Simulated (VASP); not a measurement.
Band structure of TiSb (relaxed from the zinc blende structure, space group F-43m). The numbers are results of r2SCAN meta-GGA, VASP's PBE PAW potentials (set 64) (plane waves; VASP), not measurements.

Unless said otherwise, spin-orbit coupling is left out, though it shifts the bands of the heavy elements here.

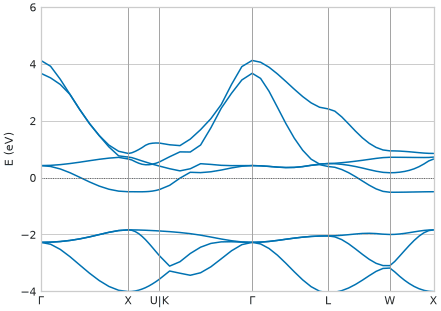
Fig. 1. Bands along high-symmetry lines, zero at the valence-band maximum or, without a gap, the Fermi level

**Question.** Read the plot: is there a gap, and where are the band edges?

**Answer.** It has no gap at this level: it comes out as a metal or semimetal.

The structure was generated: TiSb was put into the zinc blende type (F-43m), which need not be its known phase. It was relaxed first, which changed the volume by -26 %. The electron count is odd and the run is not spin-polarised, which forces a metal.
